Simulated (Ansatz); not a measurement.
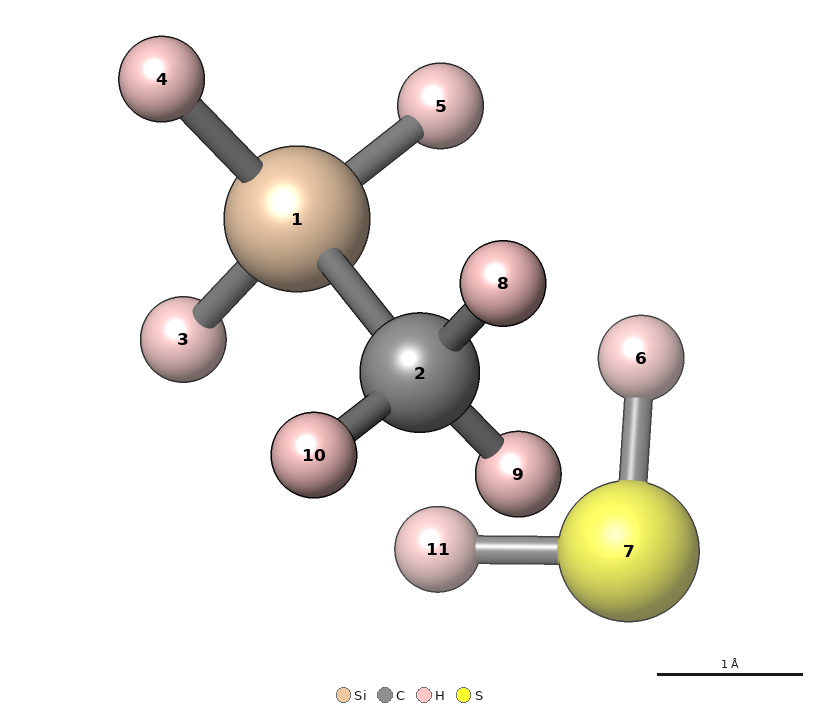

Orthographic view. Depth is shown by fading: the farther an atom, the more it takes the colour of the background. The computed structure is the end point of a PBE0-D4/def2-TZVP optimisation. No frequency run is at hand to confirm it as a minimum.

List the bonded neighbours of every atom.

Si1: C2, H3, H4, H5
C2: Si1, H8, H9, H10
H3: Si1
H4: Si1
H5: Si1
H6: S7
S7: H6, H11
H8: C2
H9: C2
H10: C2
H11: S7
